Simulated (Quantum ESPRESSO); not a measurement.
# C (Diamond): phonon frequency against volume, with a fit

Wanted: a fit of frequency against volume for C (Diamond), tested on a run that is left out of it.

Method: DFT LDA, scalar-relativistic, plane waves, PseudoDojo norm-conserving pseudopotentials, in Quantum ESPRESSO 7.5.

**1. Set-up**

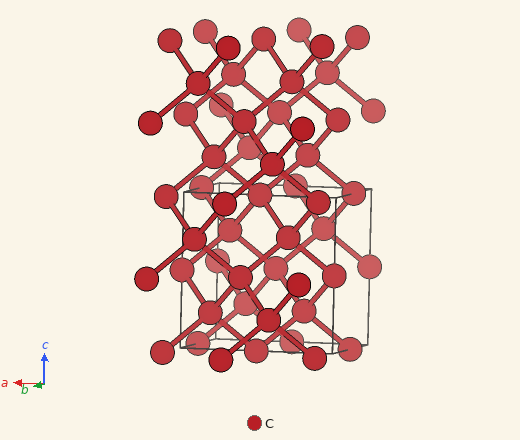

The starting structure, seen from a free direction (carbon red). 1×2×2 cells are drawn. This picture shows the conventional cell, with its axes. Some periodic images of atoms are drawn too.

As a file:

```xyz
2
Lattice="-1.7687 0.0000 1.7687 0.0000 1.7687 1.7687 -1.7687 1.7687 0.0000" Properties=species:S:1:pos:R:3 pbc="T T T"
C    -1.7687    1.7687    1.7687
C    -0.8844    0.8844    0.8844
```

This is the cell after its relaxation at this level of theory, not the database cell from which that began.

**2. Runs at several volumes**

The relaxed cell is scaled uniformly; in this structure symmetry fixes all atoms, so nothing has to be relaxed anew. Each volume gets a ground state and a response at Γ. Cutoff 90 Ry, k mesh 12×12×12.

From the response at V/V₀ = 0.94:

The log of the run:

```text
[banners, grids, parts of the stress and lines that vanish by symmetry left out]
Program PHONON v.7.5
     Reading xml data from directory:

[...]
Exchange-correlation= PW
                           (   1   4   0   0   0   0   0)
[...]
kinetic-energy cut-off    =      90.0000  Ry
     charge density cut-off    =     360.0000  Ry
     convergence threshold     =      1.0E-18
[...]
Exchange-correlation= PW
                           (   1   4   0   0   0   0   0)
[...]
q = (   0.0000000   0.0000000   0.0000000 )
     49 Sym.Ops. (with q -> -q+G )
     G cutoff =  195.5172  (   7991 G-vectors)     FFT grid: ( 32, 32, 32)
     number of k points=    72
[...]
Mode symmetry, O_h (m-3m)  point group:
[...]
Dielectric constant
[...]
End of electric fields calculation
          Dielectric constant in cartesian axis
          (       5.625005540      -0.000000000       0.000000000 )
          (      -0.000000000       5.625005540       0.000000000 )
          (       0.000000000      -0.000000000       5.625005540 )
          Effective charges (d Force / dE) in cartesian axis without acoustic sum rule applied (asr)
           atom    1  C     Mean Z*:       -0.00019
      Ex  (       -0.00019        0.00000       -0.00000 )
      Ey  (       -0.00000       -0.00019        0.00000 )
      Ez  (       -0.00000        0.00000       -0.00019 )
           atom    2  C     Mean Z*:       -0.00019
      Ex  (       -0.00019       -0.00000       -0.00000 )
      Ey  (        0.00000       -0.00019        0.00000 )
      Ez  (       -0.00000        0.00000       -0.00019 )
          Effective charges Sum: Mean:       -0.00037
[...]
Effective charges (d Force / dE) in cartesian axis with asr applied:
           atom    1  C     Mean Z*:       -0.00000
[...]
atom    2  C     Mean Z*:        0.00000
[...]
Representation #   1 modes #   1   2   3
[...]
End of self-consistent calculation
     Convergence has been achieved
     Representation #   2 modes #   4   5   6
[...]
End of self-consistent calculation
     Convergence has been achieved
[...]
Dielectric constant in cartesian axis
          (       5.625005540      -0.000000000       0.000000000 )
          (      -0.000000000       5.625005540       0.000000000 )
          (       0.000000000      -0.000000000       5.625005540 )
          Effective charges (d Force / dE) in cartesian axis without acoustic sum rule applied (asr)
           atom    1  C     Mean Z*:       -0.00019
      Ex  (       -0.00019        0.00000       -0.00000 )
      Ey  (       -0.00000       -0.00019        0.00000 )
      Ez  (       -0.00000        0.00000       -0.00019 )
           atom    2  C     Mean Z*:       -0.00019
      Ex  (       -0.00019       -0.00000       -0.00000 )
      Ey  (        0.00000       -0.00019        0.00000 )
      Ez  (       -0.00000        0.00000       -0.00019 )
          Effective charges Sum: Mean:       -0.00037
[...]
Effective charges (d Force / dE) in cartesian axis with asr applied:
           atom    1  C     Mean Z*:       -0.00000
[...]
atom    2  C     Mean Z*:        0.00000
[...]
q = (    0.000000000   0.000000000   0.000000000 )
[...]
freq (    1) =       0.014241 [THz] =       0.475018 [cm-1]
     freq (    2) =       0.014241 [THz] =       0.475018 [cm-1]
     freq (    3) =       0.014241 [THz] =       0.475018 [cm-1]
     freq (    4) =      42.162702 [THz] =    1406.396344 [cm-1]
     freq (    5) =      42.162702 [THz] =    1406.396344 [cm-1]
     freq (    6) =      42.162702 [THz] =    1406.396344 [cm-1]
[...]
Mode symmetry, O_h (m-3m)  point group:
     freq (   1-   3) =          0.5  [cm-1]   --> T_1u G_15  G_4- I
     freq (   4-   6) =       1406.4  [cm-1]   --> T_2g G_25' G_5+ R

   JOB DONE.
```

One volume, V/V₀ = 1, is held back as a test.

```csv
V/V₀,volume (Å³/atom),pressure (GPa),ω (cm⁻¹)
0.94,5.201,32.18,1406.40
0.97,5.367,14.96,1362.88
1,5.533,-0.02,held back
1.03,5.699,-13.04,1282.92
1.06,5.865,-24.38,1246.12
```

**3. The fit**

The mode Grüneisen parameter is γ = −d ln ω / d ln V.

```csv
ln(V/V₀),ln ω
-0.0619,7.2488
-0.0305,7.2174
0.0296,7.1569
0.0583,7.1278
```

A straight line through these points has the slope -1.007, so γ = 1.01; at V/V₀ = 1 it predicts ω = exp(7.1866 + 0.0000) = 1321.57 cm⁻¹.

A parabola of pressure against ln V through V/V₀ = 0.97, 1 and 1.03 gives the bulk modulus B = −dP/d ln V = 466 GPa at V₀. With ω₀ from the fitted line the pressure coefficient follows as dω/dP = γ ω₀ / B = 1.01 × 1321.6 / 466 = 2.86 cm⁻¹/GPa.

**4. The run that was held back**

The log of the run:

```text
[banners, grids, parts of the stress and lines that vanish by symmetry left out]
[banner, memory and clock lines left out]
Program PHONON v.7.5

[...]
Exchange-correlation= PW
                           (   1   4   0   0   0   0   0)
[...]
kinetic-energy cut-off    =      90.0000  Ry
     charge density cut-off    =     360.0000  Ry
     convergence threshold     =      1.0E-18
[...]
Exchange-correlation= PW
                           (   1   4   0   0   0   0   0)
[...]
q = (   0.0000000   0.0000000   0.0000000 )
     49 Sym.Ops. (with q -> -q+G )
     G cutoff =  203.7510  (   8609 G-vectors)     FFT grid: ( 32, 32, 32)
     number of k points=    72
[...]
Mode symmetry, O_h (m-3m)  point group:
[...]
Dielectric constant
[...]
End of electric fields calculation
          Dielectric constant in cartesian axis
          (       5.706386855      -0.000000000      -0.000000000 )
          (      -0.000000000       5.706386855       0.000000000 )
          (      -0.000000000       0.000000000       5.706386855 )
          Effective charges (d Force / dE) in cartesian axis without acoustic sum rule applied (asr)
           atom    1  C     Mean Z*:       -0.00019
      Ex  (       -0.00019       -0.00000        0.00000 )
      Ey  (       -0.00000       -0.00019       -0.00000 )
      Ez  (       -0.00000       -0.00000       -0.00019 )
           atom    2  C     Mean Z*:       -0.00019
      Ex  (       -0.00019        0.00000        0.00000 )
      Ey  (        0.00000       -0.00019        0.00000 )
      Ez  (        0.00000        0.00000       -0.00019 )
[...]
Representation #   1 modes #   1   2   3
[...]
End of self-consistent calculation
     Convergence has been achieved
     Representation #   2 modes #   4   5   6
[...]
End of self-consistent calculation
     Convergence has been achieved
[...]
Dielectric constant in cartesian axis
          (       5.706386855      -0.000000000      -0.000000000 )
          (      -0.000000000       5.706386855       0.000000000 )
          (      -0.000000000       0.000000000       5.706386855 )
          Effective charges (d Force / dE) in cartesian axis without acoustic sum rule applied (asr)
           atom    1  C     Mean Z*:       -0.00019
      Ex  (       -0.00019       -0.00000        0.00000 )
      Ey  (       -0.00000       -0.00019       -0.00000 )
      Ez  (       -0.00000       -0.00000       -0.00019 )
           atom    2  C     Mean Z*:       -0.00019
      Ex  (       -0.00019        0.00000        0.00000 )
      Ey  (        0.00000       -0.00019        0.00000 )
      Ez  (        0.00000        0.00000       -0.00019 )
          Effective charges Sum: Mean:       -0.00038
[...]
Effective charges (d Force / dE) in cartesian axis with asr applied:
           atom    1  C     Mean Z*:       -0.00000
[...]
atom    2  C     Mean Z*:        0.00000
[...]
q = (    0.000000000   0.000000000   0.000000000 )
[...]
freq (    1) =      -0.042679 [THz] =      -1.423623 [cm-1]
     freq (    2) =      -0.042679 [THz] =      -1.423623 [cm-1]
     freq (    3) =      -0.042679 [THz] =      -1.423623 [cm-1]
     freq (    4) =      39.626115 [THz] =    1321.784926 [cm-1]
     freq (    5) =      39.626115 [THz] =    1321.784926 [cm-1]
     freq (    6) =      39.626115 [THz] =    1321.784926 [cm-1]
[...]
Mode symmetry, O_h (m-3m)  point group:
     freq (   1-   3) =         -1.4  [cm-1]   --> T_1u G_15  G_4- I
     freq (   4-   6) =       1321.8  [cm-1]   --> T_2g G_25' G_5+ R
```

It gives 1321.78 cm⁻¹ against the predicted 1321.57 cm⁻¹, a miss of 0.2 cm⁻¹.

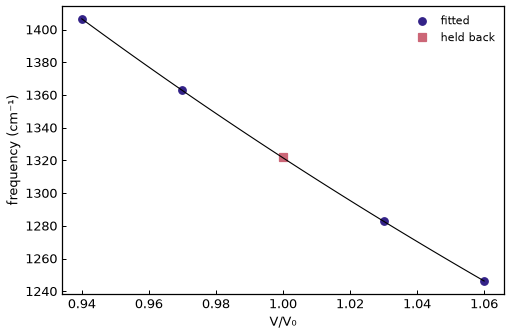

Frequency against volume, with the power-law fit.

**5. What came out**

```
mode Grüneisen parameter : 1.007
bulk modulus             : 466 GPa
pressure coefficient     : 2.86 cm⁻¹/GPa
```

In words: The highest optical mode of C (Diamond) stiffens by 2.86 cm⁻¹ a GPa near the relaxed volume, with γ = 1.01. The power law meets all 5 runs within 0.02 %. Such a coefficient turns a measured shift of this mode into a hydrostatic stress; uniaxial or biaxial stress splits the mode and needs deformation potentials. These are harmonic values at zero temperature for the structure held cubic, which a run at Γ can't show to be stable; the bulk modulus rests on three points.

[Host names and launcher messages were left out of these logs when they were recorded.]

[Logs are printed without paths, hosts, clocks, repeated set-up lines and the standing remarks that a program may print on its own settings, such as how far it seeks lower states.]

[Hosts, paths, dates, database ids (printed as entryN), source tags and the programs' standing remarks are cut or masked in the printed files.]
